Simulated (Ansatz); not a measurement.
GeH₂F₄: several calculations on one system

Part 1: Relaxation

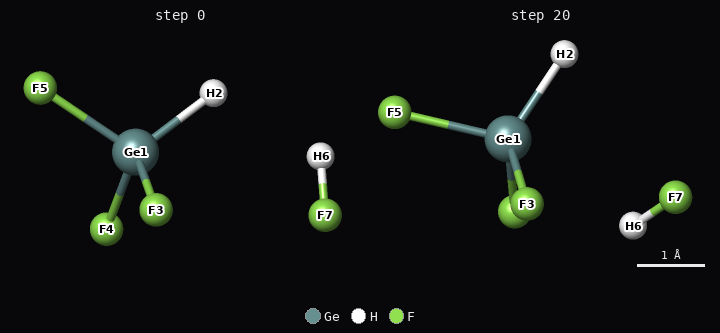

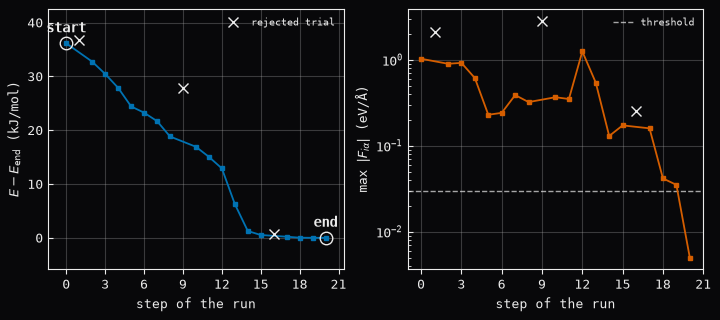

First and last geometry of a relaxation of GeH₂F₄, with the history of the run. Style: ball-and-stick. Shown at a tilt.

The run prepares an end point of a later path (reaction) calculation, from a guessed geometry.

The calculation used RKS BLYP-D4/def2-SVP in Ansatz 0.2.0.

The input:
```yaml
crystal:
  periodic: [false, false, false]
  atoms:
    - { symbol: Ge, position_ang: [-0.744883, 0.047887, 0.268599] }
    - { symbol: H, position_ang: [0.597347, 0.022911, 0.982803] }
    - { symbol: F, position_ang: [-1.067528, -1.416557, -0.604859] }
    - { symbol: F, position_ang: [-0.883262, 1.381684, -0.835305] }
    - { symbol: F, position_ang: [-2.045455, 0.232413, 1.410831] }
    - { symbol: H, position_ang: [2.138978, -0.017175, -0.172259] }
    - { symbol: F, position_ang: [2.004604, -0.251163, -1.049809] }
basis:
  gaussian: { orbitals: def2-SVP }
hamiltonian:
  xc: blyp
  dispersion: d4
relax:
  f_tol: 0.03
  max_steps: 50
```

Launched with:
```bash
ansatz run input.yaml --threads 2 --pin off --max-ram 3072MiB --backend cpu --events-out ev --progress --plain --runs-dir out
```

Q: Read the history and describe the run.

A: It converged. The energy falls by 36.1 kJ/mol in 17 accepted moves (20 points after the start). The largest force component goes from 1 to 0.005 eV/Å. The line search rejected the trial steps at points 1, 9, 16 of the run. The atom that moves furthest after the best rigid fit is H6 (1.28 Å). Largest moves by element: H 1.28 Å, F 0.77 Å, Ge 0.28 Å. Some distances before and after: Ge1–F7 3.064 → 2.740 Å, Ge1–F4 1.737 → 1.773 Å, H6–F7 0.918 → 0.949 Å, Ge1–H2 1.521 → 1.528 Å. Bond angles that change, for instance: H2–Ge1–F3 112.7° → 116.4°, F4–Ge1–F5 106.0° → 102.7°. Cost: 17 s on 2 threads of Intel(R) Xeon(R) 6975P-C (Granite Rapids), on a shared host, peak memory 0.15 GiB.

Part 2: Relaxation

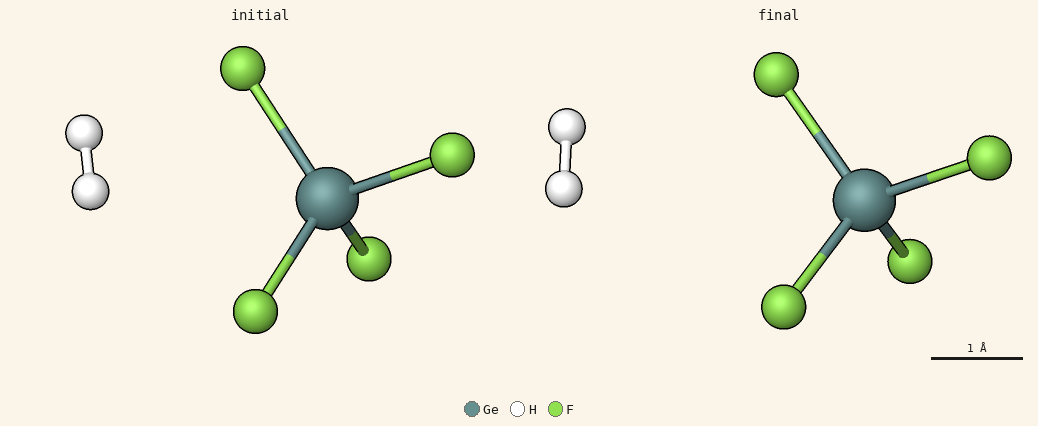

The structure of GeH2F4 before (left) and after (right) a relaxation, at one scale.

Style: ball-and-stick. Shown from a free direction.

The run prepares an end point of a later path (reaction) calculation, from a guessed geometry.

Method: Ansatz, RKS BLYP-D4/def2-SVP.

Input
```yaml
crystal:
  periodic: [false, false, false]
  atoms:
    - { symbol: Ge, position_ang: [-0.625699, -0.003395, -0.486528] }
    - { symbol: H, position_ang: [1.359992, 0.042463, 1.514245] }
    - { symbol: F, position_ang: [-1.424378, -1.449964, -0.987194] }
    - { symbol: F, position_ang: [-1.315389, 1.38395, -1.24853] }
    - { symbol: F, position_ang: [-0.880909, 0.166756, 1.215295] }
    - { symbol: H, position_ang: [1.847821, -0.026592, 1.011112] }
    - { symbol: F, position_ang: [1.038361, -0.113218, -1.0184] }
basis:
  gaussian: { orbitals: def2-SVP }
hamiltonian:
  xc: blyp
  dispersion: d4
relax:
  f_tol: 0.03
  max_steps: 50
```

Command:
```bash
ansatz run input.yaml --threads 2 --pin off --max-ram 3072MiB --backend cpu --events-out ev --progress --plain --runs-dir out
```

### What changed between the two?

After 7 geometry steps the energy has fallen by 4.82 kcal/mol. Largest force component: 2 eV/Å at the start, 0.0023 eV/Å at the end. The atom that moves furthest after the best rigid fit is H2 (0.55 Å). Largest moves by element: H 0.55 Å, F 0.25 Å, Ge 0.22 Å. Near-neighbour distances that change, for instance: H2–H6 0.704 → 0.766 Å, Ge1–F7 1.750 → 1.727 Å. Bond angles that change, for instance: F5–Ge1–F7 116.5° → 110.4°.

Part 3: Path

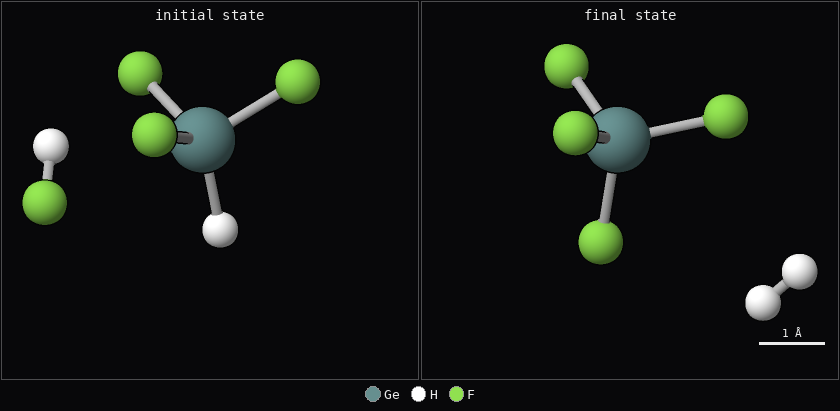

The two relaxed end points of a path for GeH2F4. Style: ball-and-stick. Shown at a tilt.

Level of theory: Ansatz 0.2.0, RKS BLYP-D4/def2-SVP.

Run with 5 movable images; climbing image; force threshold 0.05 eV/Å; iteration limit 60.

Start:
```xyz
7

Ge   -0.5928   -0.0754    0.4139
H     0.3395   -0.3040    1.6033
F    -0.9205   -1.4557   -0.5842
F    -0.0784    1.2246   -0.6769
F    -2.1525    0.4767    0.9565
H     1.4935    0.4518   -1.0396
F     1.9111   -0.3181   -0.6730
```

End:
```xyz
7

Ge   -0.7355   -0.0228   -0.6898
H     1.6049    0.1212    2.0231
F    -1.5520   -1.4762   -1.1375
F    -1.3598    1.3000   -1.6064
F    -0.9934    0.2795    0.9906
H     2.0845   -0.0065    1.4398
F     0.9512   -0.1951   -1.0198
```

### Predict the minimum-energy path and its barrier.

The highest point, image 3, lies 1.60 eV above the start and 1.66 eV above the end; the end is at −0.05 eV relative to the start. Breaking: Ge1–H2 (1.53 → 1.82 at the top → 3.59 Å), H6–F7 (0.95 → 1.25 at the top → 2.71 Å). Forming: Ge1–F7 (2.74 → 1.96 at the top → 1.73 Å), H2–H6 (2.98 → 0.98 at the top → 0.77 Å). The band converged in 12 iterations. The largest component of the band force went from 64 to 0.044 eV/Å. The climbing image converged on the top of the path. Its vibrational analysis gives one imaginary mode (1094i cm⁻¹), as a transition state must have.

Energies of the converged images:

| image | path (Å) | E (eV) |
| --- | --- | --- |
| 0 | 0.00 | 0.000 |
| 1 | 0.99 | 0.202 |
| 2 | 1.98 | 0.390 |
| 3 | 2.97 | 1.605 |
| 4 | 3.75 | 0.549 |
| 5 | 4.52 | 0.056 |
| 6 | 5.30 | -0.054 |

The geometry at the top of the path:

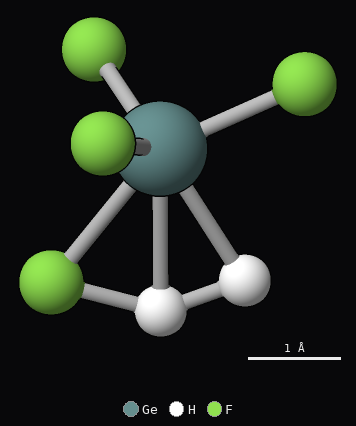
